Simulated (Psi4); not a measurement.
# InNH3O (SMILES [NH2][In][OH]) at UBLYP/def2-SVPD (core potential)

Aim: the vertical ionisation energy of InNH3O at UBLYP/def2-SVPD (core potential), from 2 runs. 

The results are computed with Psi4 1.11.

**1. The molecule**

InNH3O: 6 atoms, total charge 0, spin state doublet. SMILES: `[NH2][In][OH]`. Geometry: relaxed at PBE0-D4/def2-TZVP. This is one conformer, not always the lowest.

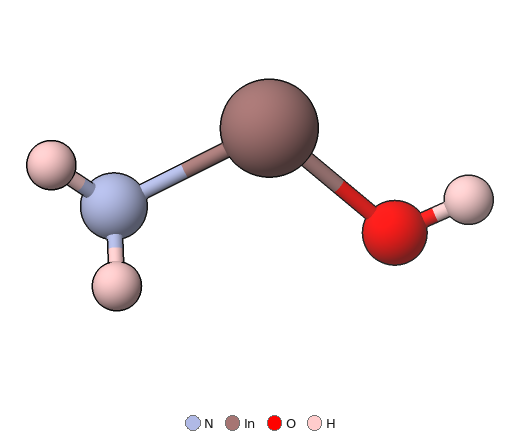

The structure, seen from a chosen angle (nitrogen light blue, indium brown, oxygen red, hydrogen pink).

**2. The energy at UBLYP/def2-SVPD (core potential)**

The input, h3inno.py:

```python
import psi4

psi4.set_memory(1600000000)
psi4.set_num_threads(1)
psi4.core.set_output_file('output.dat', False)

molecule = psi4.geometry("""
0 2
N     -0.980400    -0.217800    -1.044400
In     0.940900    -0.096700    -0.287400
O      0.933000    -0.108100     1.721700
H     -1.045000     0.034400    -2.024100
H     -1.612200     0.391600    -0.531900
H      1.805600    -0.067200     2.120000
units angstrom
symmetry c1
no_reorient
no_com
""")

psi4.set_options({
    'basis': 'def2-SVPD',
    'reference': 'uks',
    'puream': True,
    'e_convergence': 1e-09,
    'd_convergence': 1e-08,
    'scf_type': 'pk',
    'dft_radial_points': 99,
    'dft_spherical_points': 590,
    'maxiter': 200,
})

e_tot, wfn = psi4.energy("blyp", molecule=molecule, return_wfn=True)
psi4.oeprop(wfn, "LOWDIN_CHARGES", "QUADRUPOLE", "WIBERG_LOWDIN_INDICES")
print('E =', round(e_tot, 9))
```

Started as:

```console
python h3inno.py
```

output.dat, shortened:

```text
[...]
    !!!  WARNING: ECP capability is in beta. Please check occupations closely.  !!!
[...]
  Running in c1 symmetry.
[...]
  Nuclear repulsion =  118.833842462071871
[...]
  Multiplicity = 2
[...]
  Nalpha       = 20
  Nbeta        = 19
[...]
    Number of basis functions: 99
[...]
   @UKS iter   1:  -320.95816203144091   -3.95771e-01   1.34968e-02 DIIS/ADIIS
[...]
   @UKS iter  15:  -321.75348292051456   -3.29692e-12   3.22085e-09 DIIS
[...]
   @S^2 Observed:                7.523829806E-01
[...]
    Orbital Energies [Eh]
    ---------------------
    Alpha Occupied:
       1A    -18.774304     2A    -14.014664     3A     -4.475967
       4A     -2.919034     5A     -2.914721     6A     -2.911553
       7A     -0.856354     8A     -0.756693     9A     -0.680119
      10A     -0.680035    11A     -0.677929    12A     -0.673256
      13A     -0.669136    14A     -0.423237    15A     -0.409887
      16A     -0.340871    17A     -0.287964    18A     -0.250663
      19A     -0.231790    20A     -0.180621
    Alpha Virtual:
      21A     -0.061762    22A     -0.019659    23A     -0.015493
      24A      0.011642    25A      0.046128    26A      0.052216
[...]
  @UKS Final Energy:  -321.75348292051456
   => Energetics <=
    Nuclear Repulsion Energy =            118.8338424620718712
    One-Electron Energy =                -751.5856233406261708
    Two-Electron Energy =                 344.2368133774807575
    DFT Exchange-Correlation Energy =     -33.2385154194410077
    Empirical Dispersion Energy =           0.0000000000000000
    VV10 Nonlocal Energy =                  0.0000000000000000
    Total Energy =                       -321.7534829205145570
[...]
 Multipole Moments:
 ------------------------------------------------------------------------------------
     Multipole            Electronic (a.u.)      Nuclear  (a.u.)        Total (a.u.)
 ------------------------------------------------------------------------------------
 L = 1.  Multiply by 2.5417464519 to convert [e a0] to [Debye]
 Dipole X            :        -36.4271441           36.8657221            0.4385781
 Dipole Y            :          8.0556246           -7.6747447            0.3808799
 Dipole Z            :         -0.6367674           -0.0162516           -0.6530190
 Magnitude           :                                                    0.8739874
 L = 2.  Multiply by 1.3450342976 to convert [e a0^2] to [Debye ang]
 Quadrupole XX       :       -164.3251477          140.1098548          -24.2152929
 Quadrupole XY       :          5.6768804           -7.1830113           -1.5061309
[...]
```

The script printed:

```text
E = -321.753482921
```

It took 19 s on 1 thread of Intel Xeon 6975P-C (Granite Rapids), shared host; peak memory 0.68 GiB.

**3. The singlet cation: energy and gradient at BLYP/def2-SVPD (core potential)**

The input, h3inno.json:

```json
{
 "schema_name": "qcschema_input",
 "schema_version": 1,
 "molecule": {
  "schema_name": "qcschema_molecule",
  "schema_version": 2,
  "symbols": ["N", "In", "O", "H", "H", "H"],
  "geometry": [-1.85268749, -0.41158235, -1.97362996, 1.77804331, -0.18273652, -0.54310729, 1.76311447, -0.20427939, 3.25354147, -1.9747638, 0.06500658, -3.82499465, -3.04661646, 0.74001675, -1.00514533, 3.41208949, -0.1269896, 4.00621938],
  "molecular_charge": 1,
  "molecular_multiplicity": 1,
  "fix_symmetry": "c1"
 },
 "driver": "gradient",
 "model": {
  "method": "blyp",
  "basis": "def2-SVPD"
 },
 "keywords": {
  "reference": "rks",
  "puream": true,
  "e_convergence": 1e-09,
  "d_convergence": 1e-08,
  "scf_type": "pk",
  "dft_radial_points": 99,
  "dft_spherical_points": 590
 }
}
```

Started as:

```console
psi4 --qcschema h3inno.json -n 1 --memory 1600MB
```

stdout, shortened:

```text
[...]
    !!!  WARNING: ECP capability is in beta. Please check occupations closely.  !!!
[...]
  Running in c1 symmetry.
[...]
  Nuclear repulsion =  118.833842534482315
[...]
  Multiplicity = 1
[...]
  Nalpha       = 19
  Nbeta        = 19
[...]
    Number of basis functions: 99
[...]
   @RKS iter   1:  -320.80817199660879   -2.61716e-01   1.22941e-02 ADIIS/DIIS
[...]
   @RKS iter  15:  -321.46084666084602   -8.52651e-13   2.49393e-09 DIIS
[...]
  @RKS Final Energy:  -321.46084666084602
   => Energetics <=
    Nuclear Repulsion Energy =            118.8338425344823150
    One-Electron Energy =                -741.9067457444934917
    Two-Electron Energy =                 334.5661579622164368
    DFT Exchange-Correlation Energy =     -32.9541014130512835
    Empirical Dispersion Energy =           0.0000000000000000
    VV10 Nonlocal Energy =                  0.0000000000000000
    Total Energy =                       -321.4608466608460162
[...]
 Multipole Moments:
 ------------------------------------------------------------------------------------
     Multipole            Electronic (a.u.)      Nuclear  (a.u.)        Total (a.u.)
 ------------------------------------------------------------------------------------
 L = 1.  Multiply by 2.5417464519 to convert [e a0] to [Debye]
 Dipole X            :         17.5864512          -17.1659234            0.4205278
 Dipole Y            :          0.2973867            0.0618684            0.3592552
 Dipole Z            :        -11.1168520           10.2217408           -0.8951112
 Magnitude           :                                                    1.0522034
[...]
  -Total Gradient:
     Atom            X                  Y                   Z
    ------   -----------------  -----------------  -----------------
       1       -0.008561482079     0.017085707989     0.008281309783
       2        0.013401852189    -0.004118948595    -0.011852962668
       3        0.003154714137     0.003144830253     0.013814592824
       4        0.004174176314    -0.001022156295     0.016328175743
       5        0.005431365757    -0.013907796822    -0.009703140754
       6       -0.017623741398    -0.001198590084    -0.016796729606
[...]
```

The result, in JSON:

```text
{
 "driver": "gradient",
 "model": {
  "method": "blyp",
  "basis": "def2-SVPD"
 },
 "success": true,
 "return_result": [-0.008561482079169652, 0.017085707988890753, 0.008281309782544516, 0.013401852188582558, -0.004118948595446675, -0.011852962667665841, 0.003154714136516301, 0.003144830252719012, 0.013814592823685815, 0.0041741763139554605, -0.001022156295158956, 0.016328175742548634, 0.005431365757204321, -0.013907796821748725, -0.009703140753759248, -0.017623741397577886, -0.0011985900841955006, -0.016796729606030958],
 "properties": {
  "calcinfo_nbasis": 99,
  "calcinfo_nmo": 99,
  "calcinfo_nalpha": 19,
  "calcinfo_nbeta": 19,
  "calcinfo_natom": 6,
  "nuclear_repulsion_energy": 118.83384253448232,
  "return_energy": -321.460846660846,
  "return_gradient": [-0.008561482079169652, 0.017085707988890753, 0.008281309782544516, 0.013401852188582558, -0.004118948595446675, -0.011852962667665841, 0.003154714136516301, 0.003144830252719012, 0.013814592823685815, 0.0041741763139554605, -0.001022156295158956, 0.016328175742548634, 0.005431365757204321, -0.013907796821748725, -0.009703140753759248, -0.017623741397577886, -0.0011985900841955006, -0.016796729606030958],
  "scf_one_electron_energy": -741.9067457444935,
  "scf_two_electron_energy": 334.56615796221644,
  "scf_xc_energy": -32.95410141305128,
  "scf_dipole_moment": [0.4205278103120129, 0.3592551532928958, -0.8951111962329783],
  "scf_total_energy": -321.460846660846,
  "scf_total_gradient": [-0.008561482079169652, 0.017085707988890753, 0.008281309782544516, 0.013401852188582558, -0.004118948595446675, -0.011852962667665841, 0.003154714136516301, 0.003144830252719012, 0.013814592823685815, 0.0041741763139554605, -0.001022156295158956, 0.016328175742548634, 0.005431365757204321, -0.013907796821748725, -0.009703140753759248, -0.017623741397577886, -0.0011985900841955006, -0.016796729606030958],
  "scf_iterations": 15
 }
}
```

Run time: 17 s. Hardware: 1 thread of Intel Xeon 6975P-C (Granite Rapids), shared host; peak memory 0.67 GiB.

**4. What came out**

At UBLYP/def2-SVPD (core potential):

```
                                          quantity          value
                      doublet InNH3O: total energy  -321.75348 Eh
                     doublet InNH3O: dipole moment         2.22 D
doublet InNH3O: HOMO energy (highest over α and β)       -4.91 eV
 doublet InNH3O: LUMO energy (lowest over α and β)       -4.19 eV
                              doublet InNH3O: ⟨S²⟩          0.752
                      singlet cation: total energy  -321.46085 Eh
                       singlet cation: HOMO energy      -12.36 eV
                       singlet cation: LUMO energy      -11.06 eV
                     singlet cation: HOMO–LUMO gap        1.30 eV
          singlet cation: largest force on an atom     1.253 eV/Å
vertical ionisation energy (to the singlet cation)       7.963 eV
```

**Reading.** Removing an electron at fixed nuclei costs 7.96 eV (184 kcal/mol). Only the singlet of the ionised species was computed; a triplet could lie lower.
